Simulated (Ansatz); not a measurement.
## GaC (built on the sites of a database entry of TlC): following an unstable mode

Aim: this structure of GaC (built on the sites of a database entry of TlC) is to be tested for unstable modes, and one is followed downhill.

Main program and level: Ansatz 0.2.0; DFT PBEsol, scalar-relativistic, plane waves, norm-conserving pseudopotentials.

The structure was built from a prototype and need not be the compound's stable phase.

## 1. The structure

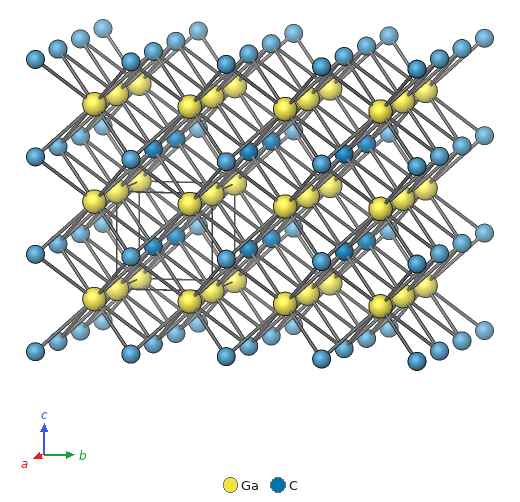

The cell as given, slightly off an axis (gallium yellow, carbon blue). 2×3×2 cells are drawn. Some periodic images of atoms are drawn too.

## 2. Response at finite wavevector

The cell comes from relaxations at this level that are not shown. Stability and thermal properties need the whole zone. Linear response on a 4×4×4 q mesh gives force constants as far as a supercell of that size would.

input.yaml

```yaml
crystal:
  lattice:
    - [2.7754559291, 0.0, 0.0]
    - [0.0, 2.7754559291, 0.0]
    - [0.0, 0.0, 2.7754559291]
  atoms:
    - { symbol: Ga, position: [0.0, 0.0, 0.0] }
    - { symbol: C, position: [0.5, 0.5, 0.5] }
kpoints:
  mp_grid: { grid: [16, 16, 16] }
hamiltonian:
  xc: pbesol
  pseudopotentials: { kind: nc }
scf:
  occupations: { method: methfessel_paxton, width: 0.15 }
output:
  eigenvalues: true
phonons:
  method: dfpt
  qmesh: [4, 4, 4]
  temperatures: { t_max: 1000, t_step: 50 }
  qpath:
    path:
      - [[0.0, 0.0, 0.0], [0.0, 0.5, 0.0], [0.5, 0.5, 0.0], [0.0, 0.0, 0.0], [0.5, 0.5, 0.5], [0.0, 0.5, 0.0]]
      - [[0.5, 0.5, 0.5], [0.5, 0.5, 0.0]]
    npoints: 10
```

Started as:

```sh
> ansatz run input.yaml --threads 4 --pin off --max-ram 7168MiB --backend cpu --events-out ev --progress --plain --runs-dir out
```

Numbers of over 12 decimals in the logs are rounded to 6 here.

The program printed:

```text
Engine: ansatz 0.2.0, aarch64-unknown-linux-gnu
Pseudopotentials: kind: nc
Pseudopotential: Ga, nc, valence charge 13, recommended cutoff 1088.45545 eV (normal), Ga.nc.azcp (PseudoDojo's, or run here from an input of PseudoDojo's: the run reads no file of this project's for it)
Pseudopotential: C, nc, valence charge 4, recommended cutoff 1115.666836 eV (normal), C.nc.azcp (PseudoDojo's, or run here from an input of PseudoDojo's: the run reads no file of this project's for it)
Functional definition: PBEsol
  exchange = pbesol_x
  correlation = pbesol_c
Crystal: 2 atoms, lattice volume = 21.380 Å³
Basis set: ecut = 1115.666836 eV, 1839 PW (Γ), exchange–correlation on 64×64×64 points (8 copies of the dense FFT grid, shifted against one another)
Bands: 13, of which v1, the nominal top of the filled ones, is band 9 counted from 1 (8 counted from 0)
Symmetry: 48 space group operations
k-points: 165 of 4096
Non-local potential: Ga, projectors of the file, l = 0: 2, l = 1: 2, l = 2: 2
Non-local potential: C, projectors of the file, l = 0: 2, l = 1: 2
Initial density: superposition of atomic densities (chi_scale 0.1, normalization cell, long waves kept (reshape's long-wave potential 0.00 eV rms))
Initial wavefunctions: pseudopotential atomic-orbital guess
Functional: x = pbesol(κ = 0.804, μ = 0.123457), c = pbesol(β = 0.046)
SCF iter   1: F=—  HF=-2237.410052 eV  |F-HF|=—  |Δ(HF+E_count)|=         —  Δρ=3.85e-2  dr2=4.65e-1  ethr=3.10e-3  ⟨swp⟩=5.1  Hψ=11730  notcnv=0
preconditioner: auto → none  [metal: Δε(μ)=0.013 eV  Ē_g=17.278 eV  σ=0.150 eV  W_gap=0.08  n_scr=6 (ndim 8)  ℏωp=33.1 eV  f_vac=0.000  D(μ)=0.81/eV (n_scr^D=6)  sad-step TF]
SCF iter   2: F=—  HF=-2237.305668 eV  |F-HF|=—  |Δ(HF+E_count)|=   1.04e-1  S|Δr|=    0.00e0  Δρ=1.91e-2  dr2=9.50e-2  ethr=2.73e-3  ⟨swp⟩=1.8  Hψ=3869  notcnv=0  defer=1
SCF iter   3: F=—  HF=-2237.281070 eV  |F-HF|=—  |Δ(HF+E_count)|=   2.46e-2  S|Δr|=    0.00e0  Δρ=3.23e-3  dr2=1.28e-3  ethr=5.59e-4  ⟨swp⟩=1.4  Hψ=2330  notcnv=0  defer=14
SCF iter   4: F=—  HF=-2237.280927 eV  |F-HF|=—  |Δ(HF+E_count)|=   1.43e-4  S|Δr|=    0.00e0  Δρ=4.06e-4  dr2=3.87e-5  ethr=7.53e-6  ⟨swp⟩=1.7  Hψ=2601  notcnv=0  defer=25
SCF iter   5: F=—  HF=-2237.280920 eV  |F-HF|=—  |Δ(HF+E_count)|=   7.55e-6  S|Δr|=    0.00e0  Δρ=6.85e-5  dr2=2.79e-7  ethr=2.28e-7  ⟨swp⟩=2.6  Hψ=3579  notcnv=0  defer=25
SCF iter   6: F=—  HF=-2237.280911 eV  |F-HF|=—  |Δ(HF+E_count)|=   8.99e-6  S|Δr|=    0.00e0  Δρ=1.67e-5  dr2=1.87e-8  ethr=1.64e-9  ⟨swp⟩=2.1  Hψ=3259  notcnv=0  defer=25
SCF iter   7: F=—  HF=-2237.280911 eV  |F-HF|=—  |Δ(HF+E_count)|=   8.09e-9  S|Δr|=    0.00e0  Δρ=1.37e-6  dr2=1.07e-10  ethr=1.10e-10  ⟨swp⟩=2.0  Hψ=2954  notcnv=0  defer=25
SCF iter   8: F=-2237.280911 eV  HF=-2237.280911 eV  |F-HF|=2.73e-12  |Δ(HF+E_count)|=  3.96e-11  S|Δr|=    0.00e0  Δρ=1.55e-7  dr2=2.29e-12  ethr=1.00e-12  ⟨swp⟩=7.2  Hψ=10557  notcnv=0
SCF 1 converged in 8 iterations: F = -2237.280911 eV  dr2 = 2.29e-12
phonons: the bands overlap, so this run is a metal and interpolates without the dipole-dipole term. If the crystal is really an insulator or semiconductor, its LO-TO splitting is missing
NSCF: frozen V_eff on 165 k-points
NSCF: frozen V_eff on 405 k-points
DFPT response loops at q = (0, 0, 0) (fractional): preconditioner auto → Kerker (q_TF=auto, 2.626 Å⁻¹) (partly filled bands, converged f_vac=0.000); β = 1.00, the filter's whole step (`scf.mixing.beta` (0.50) is not read by the response loops under this deck's `scf.mixing.preconditioner`; to damp them name `kerker` or `kerker_dos`, under which they read `scf.mixing.beta`, and type it under 1.00, their step now; both keys bind the ground state too); Broyden in place of MSR1
NSCF: frozen V_eff on 2592 k-points
DFPT response loops at q = (0, 0, 0.25) (fractional): mixed as the last ones told, above
NSCF: frozen V_eff on 1458 k-points
DFPT response loops at q = (0, 0, -0.5) (fractional): mixed as the last ones told, above
NSCF: frozen V_eff on 4608 k-points
DFPT response loops at q = (0, 0.25, 0.25) (fractional): mixed as the last ones told, above
phonons.qmesh, q = [0.0000, 0.2500, 0.2500]: its response loops start from zero, take more passes and end by a threshold: the memory limit or budget leaves too little room for the subspace of the ground state's own states beside the solves, or none could be made (phonons.method)
NSCF: frozen V_eff on 2592 k-points
DFPT response loops at q = (0, 0.25, -0.5) (fractional): mixed as the last ones told, above
NSCF: frozen V_eff on 1458 k-points
DFPT response loops at q = (0, -0.5, -0.5) (fractional): mixed as the last ones told, above
NSCF: frozen V_eff on 4352 k-points
DFPT response loops at q = (0.25, 0.25, 0.25) (fractional): mixed as the last ones told, above
NSCF: frozen V_eff on 4608 k-points
DFPT response loops at q = (0.25, 0.25, -0.5) (fractional): mixed as the last ones told, above
phonons.qmesh, q = [0.2500, 0.2500, -0.5000]: its response loops start from zero, take more passes and end by a threshold: the memory limit or budget leaves too little room for the subspace of the ground state's own states beside the solves, or none could be made (phonons.method)
NSCF: frozen V_eff on 2592 k-points
DFPT response loops at q = (0.25, -0.5, -0.5) (fractional): mixed as the last ones told, above
NSCF: frozen V_eff on 810 k-points
DFPT response loops at q = (-0.5, -0.5, -0.5) (fractional): mixed as the last ones told, above
SCF converged after 8 iterations
Stability not checked: this state was not tested for a lower state beside it, because cold or Methfessel-Paxton smearing, or corrected tetrahedra, fill the levels in a way that the test cannot read (fill_not_monotonic; see scf.lower_state_search)
Free energy (F): -2237.280911 eV
Harris-Foulkes:  -2237.280911 eV  (|F-HF|=2.73e-12)
Internal energy: -2237.281359 eV  (E = F + TS)
E sigma→0 (E₀):  -2237.281023 eV
Entropy (-TS):   0.000448 eV (0.224 meV/atom)
Fermi energy:    13.423808 eV
--- Per-component energies (eV) ---
  E_band       = 36.445390
  E_kinetic    = 1810.836598
  E_local      = -1311.574782  (includes V_loc(G=0)·N_el)
  E_nonlocal   = -1041.872786
  E_hartree    = 502.770398
  E_xc         = -619.443449
  E_vxc        = -426.484480  (∫ρ·V_xc dr)
  E_ewald      = -1577.997338
  E_smearing   = 0.000448  (= −TS)
  E_closure    = -0.000000  (closes the sum)
  Σ components = -2237.280911   (vs F -2237.280911, Δ=0.00e0)
--- Band table (eV; the first three rows and the last of 165) ---
  k-point 0: bands = [... 5 lower, -1.4377, 13.0930, 13.0930, 13.0930, 14.7061, 22.2051, 22.2051, 27.3524]
  k-point 1: bands = [... 5 lower, -1.4371, 12.3919, 13.1489, 13.1489, 15.1545, 22.2702, 22.4048, 27.2062]
  k-point 2: bands = [... 5 lower, -1.4356, 11.0912, 13.3124, 13.3124, 15.7844, 22.4659, 22.7746, 26.7793]
  k-point 164: bands = [... 5 lower, 6.2616, 11.0541, 11.0541, 11.0541, 14.2347, 14.2347, 14.2347, 15.6098]
--- Phonons (Γ-DFPT): 2 representative perturbations + reference (Σ response iterations 6) ---
  ASR residual: 1.645e-4 → 0.000e0 eV/Å²; symmetrization residual: 4.190e-8 eV/Å²
  ASR residual per site (eV/Å²): 1.65e-4 8.12e-5
  Γ frequencies (cm⁻¹): -138.70 -138.70 -138.70 0.00 0.00 0.00
--- Phonons (arbitrary-q DFPT): 10 irreducible q on the 4×4×4 mesh ---
  q = [0.0000, 0.0000, 0.0000] (star 1, of the zone-centre solve; hermiticity 1.16e-7, symmetrization 2.61e-13): -138.70 -138.70 -138.70 -0.00 0.00 0.00
  q = [0.0000, 0.0000, 0.2500] (star 6, 4 solved perturbations in 4032 linear systems a pass and spin channel, the states on 1296 of 4096 k-point pairs; hermiticity 1.75e-8, symmetrization 7.84e-13, the responses' own estimated error 2.5e-5 eV/Å²): -191.83 -191.83 -165.54 -51.90 -51.90 138.25
  q = [0.0000, 0.0000, -0.5000] (star 3, 4 solved perturbations in 2268 linear systems a pass and spin channel, the states on 729 of 4096 k-point pairs; hermiticity 7.00e-10, symmetrization 2.40e-10, the responses' own estimated error 2.7e-5 eV/Å²): -327.61 -327.61 -71.78 -71.78 181.99 236.33
  q = [0.0000, 0.2500, 0.2500] (star 12, 4 solved perturbations in 7056 linear systems a pass and spin channel, the states on 2304 of 4096 k-point pairs; hermiticity 9.71e-6, symmetrization 7.08e-13): -346.89 -272.30 -195.44 -78.73 120.37 133.15
  q = [0.0000, 0.2500, -0.5000] (star 12, 6 solved perturbations on 1296 of 4096 k-point pairs; hermiticity 4.90e-8, symmetrization 4.36e-9, the responses' own estimated error 2.6e-5 eV/Å²): -424.34 -313.70 -98.63 114.57 191.86 232.39
  q = [0.0000, -0.5000, -0.5000] (star 3, 4 solved perturbations in 2268 linear systems a pass and spin channel, the states on 729 of 4096 k-point pairs; hermiticity 5.12e-8, symmetrization 2.16e-11, the responses' own estimated error 2.4e-5 eV/Å²): -450.85 -114.45 176.95 176.95 198.39 198.39
  q = [0.2500, 0.2500, 0.2500] (star 8, 2 solved perturbations on 2176 of 4096 k-point pairs; hermiticity 1.40e-7, symmetrization 4.85e-12, the responses' own estimated error 2.7e-5 eV/Å²): -356.09 -233.24 -233.24 114.71 114.71 116.27
  q = [0.2500, 0.2500, -0.5000] (star 12, 4 solved perturbations in 7056 linear systems a pass and spin channel, the states on 2304 of 4096 k-point pairs; hermiticity 2.56e-6, symmetrization 1.26e-12): -374.14 -350.57 97.36 105.41 184.44 188.46
  q = [0.2500, -0.5000, -0.5000] (star 6, 4 solved perturbations in 4032 linear systems a pass and spin channel, the states on 1296 of 4096 k-point pairs; hermiticity 3.97e-8, symmetrization 2.31e-10, the responses' own estimated error 2.5e-5 eV/Å²): -556.60 87.36 120.00 120.00 175.39 175.39
  q = [-0.5000, -0.5000, -0.5000] (star 1, 2 solved perturbations on 405 of 4096 k-point pairs; hermiticity 5.77e-11, symmetrization 2.88e-11, the responses' own estimated error 2.4e-5 eV/Å²): -249.12 -249.12 -249.12 174.74 174.74 174.74
  sum rule: each row above includes the acoustic sum rule's correction from the zone centre's row sums; it moved no ω² by more than (1.36 cm⁻¹)²
  mesh force constants: q→R imaginary residual 3.39e-19; ASR residual 1.645e-4 → 0.000e0 eV/Å²; symmetrization residual 2.665e-15 eV/Å²
  interpolated dispersion: 62 rows × 6 modes
  density of states and harmonic sums: on the 24×24×24 q-mesh, interpolated from the force constants of a 4×4×4 supercell (no non-analytic term)
  largest difference from the sums on the solved wave vectors: F 2.74e-2 eV, S 3.07e-5 and C_V 1.26e-5 eV/K
  zero-point energy: 0.024361 eV/cell   skipped modes (ω ≤ 0): 1432, of them read as no rigid motion or as one in doubt: 1429 (3.126e0 modes/cell left out, lowest -562.33 cm⁻¹)   left out of the sums: 5.21e-1 of the cell's modes: C_V's classical limit lies that fraction below 3 k_B per atom; for a crystal, a wire or a layer, F and S can be off by more, and a phonons.interpolated_qmesh denser along its periods is the remedy for the sampling
```

It took 15 min on 4 threads of Arm Neoverse V1, shared host; peak memory 4.6 GiB.

Numbers from this step:

```
volume per atom                                         : 10.69 Å³
gap on the k-mesh                                       : 0 eV
sum-rule residual before enforcement                    : 1.65e-4 eV/Å²
lowest frequency on the path                            : -561.0 cm⁻¹
point group                                             : m-3m
highest frequency on the path or at a solved wavevector : 238.2 cm⁻¹
highest optical mode at the zone centre (no LO-TO term) : -138.7 cm⁻¹
lowest optical zone-centre mode                         : -138.7 cm⁻¹
lowest mode on the q mesh (acoustic modes at Γ apart)   : -556.6 cm⁻¹
```

Frequencies (cm⁻¹) solved at each irreducible wavevector; negative means imaginary. Frequencies by wavevector, by row:

```
q in reciprocal lattice units  star  mode 1  mode 2  mode 3  mode 4  mode 5  mode 6
                        0 0 0     1  -138.7  -138.7  -138.7       0       0       0
                     0 0 0.25     6  -191.8  -191.8  -165.5   -51.9   -51.9   138.2
                     0 0 -0.5     3  -327.6  -327.6   -71.8   -71.8     182   236.3
                  0 0.25 0.25    12  -346.9  -272.3  -195.4   -78.7   120.4   133.2
                  0 0.25 -0.5    12  -424.3  -313.7   -98.6   114.6   191.9   232.4
                  0 -0.5 -0.5     3  -450.9  -114.5   176.9   176.9   198.4   198.4
               0.25 0.25 0.25     8  -356.1  -233.2  -233.2   114.7   114.7   116.3
               0.25 0.25 -0.5    12  -374.1  -350.6    97.4   105.4   184.4   188.5
               0.25 -0.5 -0.5     6  -556.6    87.4     120     120   175.4   175.4
               -0.5 -0.5 -0.5     1  -249.1  -249.1  -249.1   174.7   174.7   174.7
```

Interpolated from a 4×4×4 q mesh. The phonon branches at the labelled points (cm⁻¹):

```
    point  branch 1  branch 2  branch 3  branch 4  branch 5  branch 6
        Γ      -139      -139      -139         0         0         0
        X      -328      -328       -72       -72       182       236
        M      -451      -114       177       177       198       198
        Γ      -139      -139      -139         0         0         0
        R      -249      -249      -249       175       175       175
        X      -328      -328       -72       -72       182       236
jump to R      -249      -249      -249       175       175       175
        M      -451      -114       177       177       198       198
```

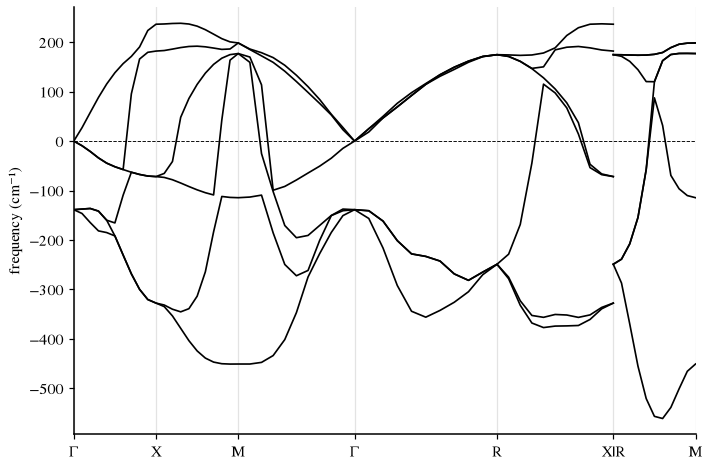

Phonon branches along the path.

Symmetry leaves 10 wavevectors to solve. The lowest mode among them, the acoustic zeros apart, lies at q = (0.25, -0.5, -0.5) and is imaginary, 556.6i cm⁻¹, so the energy falls along it. Between them the interpolated path dips to 561i cm⁻¹.

## 3. The mode frozen in, largest atomic shift 0 Å

The mode followed lies at q = (0.25, -0.5, -0.5) with frequency 556.6i cm⁻¹, the softest among the wavevectors solved. At small amplitude the distorted cell has space group no. 139 by a symmetry search on the positions. The undistorted cell that holds it gives the zero of energy on the same k mesh.

System of this step: GaC (built on the sites of a database entry of TlC). Symmetry: Pm-3m, No. 221, cubic system. The conventional cell has a = 2.775 Å, b = 2.775 Å, c = 2.775 Å, α = 90.00°, β = 90.00°, γ = 90.00°. Ga has 8 C at 2.40 Å nearest. C has 8 Ga at 2.40 Å nearest. Farther neighbours are not listed.

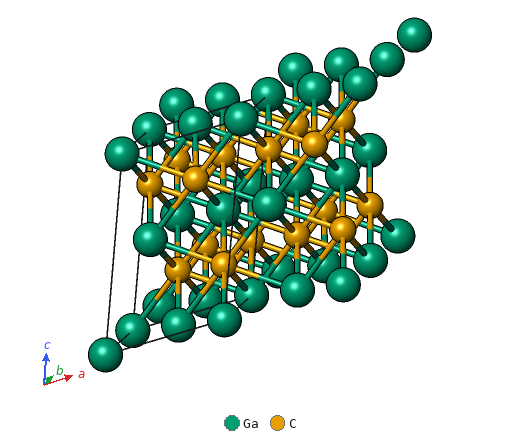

The cell of this step (gallium teal, carbon orange). Bonds to atoms that aren't drawn are left out. 2×2×1 cells are drawn. Some periodic images of atoms are drawn too.

input.yaml

```yaml
crystal:
  lattice:
    - [0.0, -2.7754559291, -2.7754559291]
    - [0.0, -2.7754559291, 2.7754559291]
    - [-5.5509118581, -2.7754559291, 0.0]
  atoms:
    - { symbol: Ga, position: [0.75, 0.75, 0.5] }
    - { symbol: Ga, position: [0.25, 0.25, 0.5] }
    - { symbol: Ga, position: [0.5, 0.5, 1.0] }
    - { symbol: Ga, position: [0.0, 0.0, 1.0] }
    - { symbol: C, position: [0.375, 0.875, 0.25] }
    - { symbol: C, position: [0.875, 0.375, 0.25] }
    - { symbol: C, position: [0.125, 0.625, 0.75] }
    - { symbol: C, position: [0.625, 0.125, 0.75] }
kpoints:
  mp_grid: { grid: [8, 8, 8] }
hamiltonian:
  xc: pbesol
  pseudopotentials: { kind: nc }
scf:
  occupations: { method: methfessel_paxton, width: 0.15 }
output:
  forces: true
  stress: true
  eigenvalues: true
```

The program printed:

```text
[...]
Crystal: 8 atoms, lattice volume = 85.519 Å³
Basis set: ecut = 1115.666836 eV, 7239 PW (Γ), exchange–correlation on 90×90×144 points (8 copies of the dense FFT grid, shifted against one another)
Bands: 42, of which v1, the nominal top of the filled ones, is band 34 counted from 1 (33 counted from 0)
Symmetry: 64 space group operations
[...]
k-points: 59 of 512
[...]
k-point 0: bands = [... 30 lower, 11.3173, 13.0886, 13.0886, 13.0887, 13.1898, 13.1898, 14.7042, 14.9626, ... 4 higher]
  k-point 1: bands = [... 30 lower, 11.9453, 12.3809, 12.3884, 13.1445, 13.1445, 14.0289, 14.8664, 14.8664, ... 4 higher]
  k-point 2: bands = [... 30 lower, 11.0884, 11.6943, 12.7188, 13.3080, 13.3080, 14.6097, 14.6097, 14.7905, ... 4 higher]
  k-point 58: bands = [... 30 lower, 11.8652, 11.8652, 13.5415, 13.5415, 15.0405, 15.0405, 15.4512, 15.4512, ... 4 higher]
[key lines of the parts left out:]
SCF converged after 7 iterations
Free energy (F): -8949.116262 eV
Fermi energy:    13.424411 eV
P = ⅓ Tr σ = 0.1318 GPa (1.318 kbar)
```

Wall time 9.4 s (4 threads); peak memory 0.93 GiB; 37 s of CPU time.

Numbers from this step:

```yaml
pressure: 0.1318 GPa
energy_from_the_undistorted_cell: 0 meV/atom
```

The run ends at a pressure of 0.13 GPa.

## 4. The mode frozen in, largest atomic shift 0.6 Å

The atoms are moved along the unstable eigenvector, the largest shift by 0.6 Å, with the cell fixed.

input.yaml, the sections that differ from step 3:

```yaml
crystal:
  lattice:
    - [0.0, -2.7754559291, -2.7754559291]
    - [0.0, -2.7754559291, 2.7754559291]
    - [-5.5509118581, -2.7754559291, 0.0]
  atoms:
    - { symbol: Ga, position: [0.75, 0.75, 0.5] }
    - { symbol: Ga, position: [0.25, 0.25, 0.5] }
    - { symbol: Ga, position: [0.5, 0.5, 1.0] }
    - { symbol: Ga, position: [0.0, 0.0, 1.0] }
    - { symbol: C, position: [0.3209548255, 0.8209548255, 0.358090349] }
    - { symbol: C, position: [0.9290451745, 0.4290451745, 0.141909651] }
    - { symbol: C, position: [0.1790451745, 0.6790451745, 0.641909651] }
    - { symbol: C, position: [0.5709548255, 0.0709548255, 0.858090349] }
# kpoints, hamiltonian, scf, output: as in step 3
```

The program printed:

```text
[...]
Crystal: 8 atoms, lattice volume = 85.519 Å³
Basis set: ecut = 1115.666836 eV, 7239 PW (Γ), exchange–correlation on 90×90×144 points (8 copies of the dense FFT grid, shifted against one another)
Bands: 42, of which v1, the nominal top of the filled ones, is band 34 counted from 1 (33 counted from 0)
Symmetry: 16 space group operations
[...]
k-points: 59 of 512
[...]
k-point 0: bands = [... 30 lower, 10.9344, 11.4126, 12.3752, 12.3752, 13.1060, 14.5084, 14.5084, 14.6798, ... 4 higher]
  k-point 1: bands = [... 30 lower, 10.6320, 11.8682, 12.3519, 12.3519, 13.2896, 14.3279, 14.4179, 14.4179, ... 4 higher]
  k-point 2: bands = [... 30 lower, 10.3087, 12.2685, 12.2685, 12.6499, 12.8545, 14.2203, 14.2203, 14.3625, ... 4 higher]
  k-point 58: bands = [... 30 lower, 10.2620, 10.2620, 12.6726, 13.9685, 13.9685, 15.2518, 17.6999, 17.6999, ... 4 higher]
[key lines of the parts left out:]
SCF converged after 9 iterations
Free energy (F): -8951.173039 eV
Fermi energy:    13.366567 eV
P = ⅓ Tr σ = 10.3839 GPa (103.839 kbar)
```

It took 11 s on 4 threads; peak memory 0.94 GiB.

This step gave:

```yaml
pressure: 10.38 GPa
energy_from_the_undistorted_cell: -257.3 meV/atom
```

The energy, extrapolated to zero smearing, is -257.33 meV/atom against the undistorted cell.

The run ends at a pressure of 10.38 GPa, with forces up to 1.9 eV/Å.

(Part 1 of 2 ends here.)

[Logs are printed without paths, hosts, clocks, repeated set-up lines and the standing remarks that a program may print on its own settings, such as how far it seeks lower states.]

[Hosts, paths, dates, database ids (printed as entryN), source tags and the programs' standing remarks are cut or masked in the printed files.]
